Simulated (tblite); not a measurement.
**C$_{4}$H$_{9}$FS: molecular dynamics (part 3 of 3)**

C$_{4}$H$_{9}$FS, SMILES CSCCCF; GFN2-xTB Langevin dynamics, gas phase (tblite 0.8.0). 

Geometry of the input (Å):
```
C  2.5183  0.2151  0.1711
S  1.5851  -1.2523  0.6924
C  -0.0689  -0.5238  0.9192
C  -0.7697  -0.2384  -0.4018
C  -2.1798  0.2890  -0.1776
F  -2.1392  1.5121  0.4489
H  2.1965  0.5356  -0.8155
H  3.5620  -0.0793  0.1389
H  2.3776  1.0086  0.8996
H  0.0396  0.3852  1.5110
H  -0.6255  -1.2618  1.4972
H  -0.8301  -1.1529  -0.9936
H  -0.2053  0.5044  -0.9688
H  -2.7045  0.4414  -1.1258
H  -2.7604  -0.3750  0.4706
```

Trajectory as extended XYZ, continued
```
15
Properties=species:S:1:pos:R:3:forces:R:3 step=29 time_fs=725.0 energy=-574.51476 temperature=295.3
C     2.2621    0.3845    0.7109   -1.3155   1.0616  -0.3695
S     1.2955   -1.1289    0.7825   -0.4494  -0.0717   0.3157
C    -0.4031   -0.4628    0.8252   -0.2368  -1.3191  -0.9609
C    -0.8469    0.1006   -0.5245   -0.5237   0.4514  -0.2173
C    -2.2508    0.6691   -0.3711    0.4582   0.1712   0.9949
F    -2.2481    1.6255    0.6078   -0.1767   0.4337   0.4153
H     2.4032    0.6321   -0.3388    0.3898   0.0454   0.0841
H     3.1423    0.1684    1.2444    1.1515   0.0224   0.3047
H     1.7194    1.2309    1.1885    0.2969  -0.6944  -0.1572
H    -0.5673    0.2828    1.5925    0.2625  -0.1415   0.2761
H    -0.9647   -1.4157    1.0046    0.0991   0.9438   0.1858
H    -1.0712   -0.6538   -1.2772    1.0129  -0.2802  -0.1184
H    -0.1772    0.9112   -0.9047   -0.3500  -0.7978   0.2925
H    -2.5625    1.1742   -1.2509   -0.4649   0.3234  -0.9997
H    -2.9584   -0.0904   -0.0461   -0.1538  -0.1483  -0.0460
15
Properties=species:S:1:pos:R:3:forces:R:3 step=30 time_fs=750.0 energy=-574.27459 temperature=277.8
C     2.2596    0.3168    0.8893   -2.5214   1.1434  -0.2141
S     1.2589   -1.2415    0.8981    0.5068   0.3089   0.0375
C    -0.4401   -0.6079    0.8533   -0.4011  -0.8235   0.9487
C    -0.7885    0.0233   -0.4486   -1.9594   0.8563  -0.3797
C    -2.2210    0.6527   -0.4796    0.8173   0.1882   1.8752
F    -2.1494    1.6319    0.5537   -0.8102  -0.8085  -0.5192
H     2.4674    0.5459   -0.1586    0.7888  -0.2580   0.4636
H     3.0142    0.1866    1.6283    0.7712   0.0140  -0.2101
H     1.5868    1.1884    1.2176    0.7477  -1.2661  -0.1185
H    -0.5167    0.1592    1.6508   -0.2188  -0.7060  -0.1685
H    -1.0247   -1.5463    1.0487    0.2038   1.0085   0.0878
H    -0.8178   -0.6406   -1.2757    0.7156  -0.6768  -0.7281
H    -0.1473    0.8699   -0.5376    0.7565   0.4566  -0.7196
H    -2.4632    1.2505   -1.3416    0.1535  -0.0904  -0.6115
H    -3.0204   -0.0974   -0.2830    0.4496   0.6536   0.2564
15
Properties=species:S:1:pos:R:3:forces:R:3 step=31 time_fs=775.0 energy=-574.42186 temperature=262.4
C     2.1683    0.2106    1.0869    0.7430  -0.1173   1.7206
S     1.2914   -1.3407    1.0478   -1.1365  -0.3749  -0.2865
C    -0.4647   -0.7244    0.8558    1.1696   0.6623   0.3923
C    -0.6935   -0.0306   -0.4643   -0.7508   0.5249  -0.2017
C    -2.0656    0.6514   -0.4955   -0.5446   0.2022   0.8319
F    -2.1395    1.6584    0.4623    0.0183  -0.4335   0.2234
H     2.6159    0.4289    0.1432    0.7736  -0.0776  -0.2569
H     2.8230    0.1258    2.0034    0.0374   0.1404  -1.4088
H     1.5188    1.0081    1.3334   -0.9660   0.7246   0.1541
H    -0.6331   -0.0293    1.7004   -0.0685  -0.4976  -0.3281
H    -1.0398   -1.6146    0.9000   -0.6160  -0.6238   0.4000
H    -0.8140   -0.7661   -1.2478    0.7370  -0.1402  -0.4024
H     0.0818    0.7166   -0.6353    0.0102  -0.1851  -0.3001
H    -2.2985    1.2462   -1.3970    0.1250  -0.8880  -0.1113
H    -2.8358   -0.1374   -0.2203    0.4685   1.0835  -0.4265
15
Properties=species:S:1:pos:R:3:forces:R:3 step=32 time_fs=800.0 energy=-574.43544 temperature=277.7
C     2.1391    0.2251    1.3061   -0.1323  -1.5058   0.0172
S     1.2392   -1.4382    1.1129    0.9812   1.0849   0.0943
C    -0.3845   -0.7598    0.8223   -0.5605   0.5063   0.4005
C    -0.6212   -0.0721   -0.5027    0.9482   1.7559  -0.4511
C    -1.9869    0.6286   -0.5565    0.1117   0.1160  -0.4146
F    -2.0805    1.6046    0.3903   -0.0561  -0.0287   1.1197
H     2.6501    0.3396    0.3641    0.2393   0.3252   0.0270
H     2.8099    0.0792    2.1438    0.2158   0.0378  -0.1449
H     1.4663    1.0313    1.5317   -0.3560   0.0212  -0.0910
H    -0.5590   -0.0713    1.6677   -0.1626  -0.1266  -0.3768
H    -1.0458   -1.5899    0.9131   -0.6561  -0.7182   0.1764
H    -0.5851   -0.7488   -1.3712    0.2975   0.2174   0.4343
H     0.1773    0.7614   -0.5803   -1.0074  -1.2482  -0.2831
H    -2.1015    1.2894   -1.4444   -0.0928  -1.1889  -0.2754
H    -2.7871   -0.1302   -0.3860    0.2301   0.7516  -0.2325
15
Properties=species:S:1:pos:R:3:forces:R:3 step=33 time_fs=825.0 energy=-574.52542 temperature=257.4
C     2.0859    0.1464    1.4377    0.3665   1.3783   0.0880
S     1.2692   -1.3958    1.1667   -1.6962  -0.5786  -0.0665
C    -0.4764   -0.7435    0.8477    0.3266  -1.7390  -0.2866
C    -0.5287   -0.0833   -0.5385   -0.1056   0.5172   0.6875
C    -1.8834    0.6118   -0.6271    0.0089  -0.0659   0.3537
F    -2.0068    1.5732    0.3537    0.0550  -0.1526   0.3434
H     2.6315    0.4222    0.5144   -0.5300   0.2848   0.4569
H     2.8362    0.0051    2.2064    0.0978  -0.0873   0.1956
H     1.3589    0.9151    1.8140    0.7389  -0.6241  -0.6494
H    -0.7699   -0.1176    1.6989    0.2927   0.1057  -0.4777
H    -1.1621   -1.6560    0.8740    0.9536   0.9916  -0.1000
H    -0.4191   -0.7895   -1.3733   -0.0604   0.0519   0.4781
H     0.2600    0.6902   -0.6436   -0.3130  -0.4191   0.1741
H    -1.9459    1.2015   -1.5186   -0.3599  -0.0080  -0.9575
H    -2.7134   -0.1026   -0.4734    0.2250   0.3450  -0.2396
15
Properties=species:S:1:pos:R:3:forces:R:3 step=34 time_fs=850.0 energy=-574.25998 temperature=240.1
C     2.1406    0.2296    1.5130    2.1175  -1.4984  -0.5045
S     1.2242   -1.4040    1.2279    1.8841   0.0874  -0.0915
C    -0.3927   -0.7539    0.8627   -0.7094  -0.7941  -0.3855
C    -0.4839   -0.0602   -0.4947   -1.2685  -0.6549   0.1702
C    -1.8265    0.6308   -0.6748    0.4850   0.6566   0.9530
F    -2.0473    1.5640    0.3463    0.2021  -0.1954  -0.6282
H     2.3460    0.7457    0.5755   -0.6305  -0.0408   0.0434
H     3.2225    0.1041    1.9343   -2.1719  -0.3443  -0.2963
H     1.4836    0.6979    2.1799   -0.3618   1.0666   0.7485
H    -0.5710   -0.1449    1.7182   -0.5480   1.1065   0.2756
H    -1.1293   -1.5918    0.9594    0.6644   0.4050  -0.3513
H    -0.4210   -0.7191   -1.3464   -0.0373  -0.9741  -0.0396
H     0.3133    0.5878   -0.6759    1.2662   1.4535   0.2978
H    -1.8661    1.1423   -1.6316   -0.1787   0.2347  -0.0451
H    -2.6128   -0.0815   -0.5488   -0.7133  -0.5083  -0.1465
15
Properties=species:S:1:pos:R:3:forces:R:3 step=35 time_fs=875.0 energy=-574.37715 temperature=277.9
C     2.1134    0.1197    1.5417    1.9339   0.5142  -1.1759
S     1.2637   -1.3641    1.2593   -1.2754  -2.0266  -0.9231
C    -0.4340   -0.7062    0.8695    1.6132   0.4048   0.0844
C    -0.4676    0.0234   -0.4604    0.2415   0.3371  -0.7009
C    -1.8203    0.6766   -0.6822    0.0601   0.4898  -0.0307
F    -2.0415    1.5602    0.3673    0.0137   0.2472  -0.6999
H     2.0139    0.8144    0.7158   -0.4821   0.3260   0.0082
H     3.1871   -0.1545    1.4537   -0.4822   0.1495   0.7661
H     1.8066    0.5045    2.4726    0.1037   0.7493   0.9770
H    -0.5347   -0.0664    1.7375   -0.6375   0.4952  -0.1593
H    -1.1313   -1.5061    0.9191   -0.3844  -0.6782  -0.0410
H    -0.2628   -0.5653   -1.3623   -0.1627  -0.7027   0.4645
H     0.3146    0.8000   -0.5568   -0.3615  -0.0277   0.5906
H    -1.8154    1.1776   -1.6858   -0.1980   0.1409   0.9664
H    -2.6746    0.0077   -0.6222    0.0178  -0.4187  -0.1263
15
Properties=species:S:1:pos:R:3:forces:R:3 step=36 time_fs=900.0 energy=-574.19718 temperature=252.2
C     2.3019    0.1360    1.6080   -3.8586  -0.3468   0.1259
S     1.2167   -1.4458    1.1988    1.6866   1.0500   0.5844
C    -0.3761   -0.6567    0.9108    0.3752  -0.2119  -0.0686
C    -0.3337    0.1303   -0.3806    0.6550   1.0400  -0.6022
C    -1.7109    0.6912   -0.6777   -0.3636   0.3516  -0.4241
F    -2.0531    1.5069    0.3979   -0.1051  -0.0093  -0.8304
H     1.9635    0.8465    0.8467   -0.2888   0.1418   0.6002
H     3.2655   -0.0443    1.3242    2.3478  -0.8987   0.2357
H     2.0287    0.4280    2.6585    0.7047  -0.2970  -1.2781
H    -0.6181   -0.0942    1.8240   -0.1801  -0.0038  -0.5517
H    -1.0534   -1.4994    0.7470   -0.0901   0.1194   0.3475
H     0.0008   -0.4698   -1.2300   -0.2178  -0.4325   0.1708
H     0.4348    0.9796   -0.3991   -1.1445  -0.7749   0.4900
H    -1.6713    1.2655   -1.6478   -0.2622  -0.0491   1.0312
H    -2.5381   -0.0597   -0.7617    0.7414   0.3212   0.1693
15
Properties=species:S:1:pos:R:3:forces:R:3 step=37 time_fs=925.0 energy=-574.41812 temperature=318.7
C     2.2570   -0.1044    1.6479   -0.3495   1.4992   0.6050
S     1.3180   -1.5065    1.2120   -1.4569  -0.7118  -0.8436
C    -0.2939   -0.6567    0.9033    0.4575  -0.6109  -0.4269
C    -0.2113    0.2015   -0.3518   -0.7225  -0.1561  -0.5816
C    -1.5899    0.7839   -0.7051   -1.2694  -1.6427  -0.0482
F    -2.1620    1.4886    0.3339    0.4532   0.0376  -0.3071
H     2.1468    0.7937    1.0214   -0.5713  -0.3264   0.3465
H     3.2372   -0.3901    1.4697    2.1062  -0.5513   0.2175
H     2.0439    0.0529    2.7074    0.3406   0.5683  -0.1600
H    -0.5675   -0.0324    1.7517    0.0105  -0.2554   0.0978
H    -0.9533   -1.5236    0.7764   -0.1966   0.4910   0.0340
H     0.1405   -0.3576   -1.2450   -0.2292   0.0622   0.6032
H     0.4729    1.0323   -0.2189    0.1016   0.1610   0.1824
H    -1.5275    1.4043   -1.5861    0.0252   0.5659  -0.1323
H    -2.3859   -0.0318   -0.9476    1.3005   0.8693   0.4132
15
Properties=species:S:1:pos:R:3:forces:R:3 step=38 time_fs=950.0 energy=-574.31638 temperature=350.9
C     2.3120   -0.1229    1.8650    2.1259  -1.8579  -2.5318
S     1.4028   -1.6117    1.1662   -0.1566   1.7420   0.1403
C    -0.1871   -0.6613    0.8586    0.1765  -1.0002   0.7310
C    -0.1880    0.2443   -0.3230   -0.5949   0.2136  -1.8369
C    -1.5586    0.8421   -0.7706   -0.6437  -1.9815  -0.9256
F    -2.1417    1.4492    0.2701   -0.3887   0.9092   0.6565
H     2.1876    0.6679    1.1279   -0.0173   0.0118   0.3687
H     3.4214   -0.4421    1.8391   -1.6961   0.5821   0.3691
H     1.9410    0.0622    2.8127   -0.4348   0.4416   1.5156
H    -0.3960   -0.0976    1.7622   -0.0476  -0.0954   0.1883
H    -0.8580   -1.5023    0.7817   -0.6088  -0.0285  -0.1888
H     0.1578   -0.2940   -1.2269    0.2704   0.3180   0.4496
H     0.4202    1.1021   -0.0863    0.4961   0.2662  -0.2229
H    -1.5017    1.5249   -1.6540    0.3494  -0.1435   0.8423
H    -2.3294    0.0401   -1.0923    1.1704   0.6225   0.4445
15
Properties=species:S:1:pos:R:3:forces:R:3 step=39 time_fs=975.0 energy=-574.57757 temperature=441.8
C     2.2963   -0.2670    2.0466    1.3989  -0.3460  -0.5782
S     1.4590   -1.5499    1.0768   -0.1057  -0.2533   0.0433
C    -0.1198   -0.7026    0.7461    0.1384   0.0066   0.8403
C    -0.0795    0.2698   -0.3920   -0.9992   0.0211  -1.1807
C    -1.4994    0.6849   -0.8076    0.2077   0.8256   0.0974
F    -2.0820    1.4643    0.1851    0.1410  -0.4208  -0.2322
H     2.4772    0.5477    1.3211    0.0197  -0.1675   0.7319
H     3.2948   -0.7472    2.3291   -1.3960   0.8351  -0.1496
H     1.7027    0.0396    2.9059    0.2256  -0.1015  -0.1414
H    -0.3635   -0.1780    1.6691   -0.1585  -0.0296   0.1083
H    -0.8471   -1.4879    0.5989   -0.1573  -0.2268  -0.1942
H     0.3729   -0.2059   -1.2844    0.0997   0.4805   0.4880
H     0.3511    1.2131   -0.0990    0.8433   0.0754  -0.0427
H    -1.5320    1.2997   -1.7082    0.4307   0.3376  -0.0845
H    -2.1438   -0.1291   -1.0309   -0.6884  -1.0365   0.2942
15
Properties=species:S:1:pos:R:3:forces:R:3 step=40 time_fs=1000.0 energy=-574.16626 temperature=229.2
C     2.3204   -0.3358    2.1553   -3.0670   1.0004  -0.6340
S     1.4740   -1.4694    0.9932    0.3467  -0.8277   0.3634
C    -0.1426   -0.6767    0.7263    1.2047  -0.2317  -0.4050
C     0.0164    0.2940   -0.4671   -2.5154  -0.5336   0.9217
C    -1.4537    0.5634   -0.7908    0.5617   2.9391  -0.9361
F    -1.9963    1.4803    0.1225    0.3155  -0.7068  -0.3360
H     2.6914    0.4450    1.5221    0.6645   0.3419   0.2584
H     2.9530   -0.8782    2.7612    1.5934  -0.8605   0.7208
H     1.4963    0.0507    2.8049    0.6627  -0.0420  -0.4104
H    -0.4865   -0.2800    1.6729   -0.0960   0.3483  -0.0950
H    -0.7872   -1.5118    0.4171    0.1766   0.2413   0.1701
H     0.4637   -0.2712   -1.2607    0.4174   0.1578  -0.4129
H     0.4262    1.2588   -0.2586    0.8417   0.1787   0.2434
H    -1.6896    0.9997   -1.7762    0.5789   0.3392   0.0147
H    -1.9944   -0.3014   -0.7825   -1.6853  -2.3443   0.5369
```

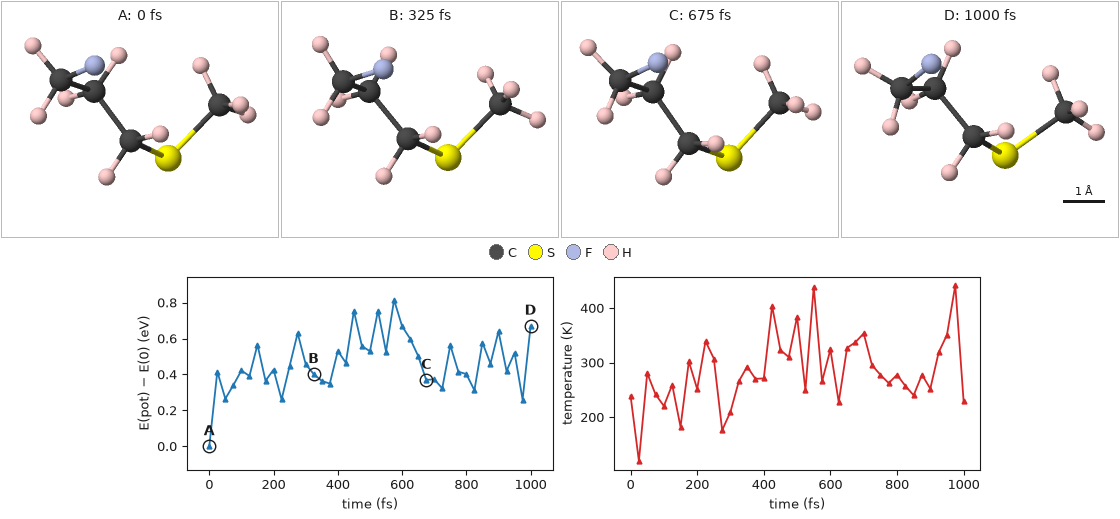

Fig. 1: Frames of the molecular dynamics (ball-and-stick, seen at a tilt) above the curves, on which the letters mark them. The trajectory kept here has 41 frames over 1000 fs. The temperature starts at 239 K, ranges from 120 to 442 K and averages 304 K over the second half. The potential energy ends 0.671 eV above its first value. After an unweighted best fit of the last frame on the first, the root-mean-square displacement is 0.26 Å, and H14 has moved furthest (0.50 Å).

Summary

| quantity | value |
| --- | --- |
| outcome | finished |
| mean temperature over the second half | 304 K |
| trajectory | 41 frames kept, 1000 fs |
| wall time | 16 s |
| peak memory | 0.18 GiB |
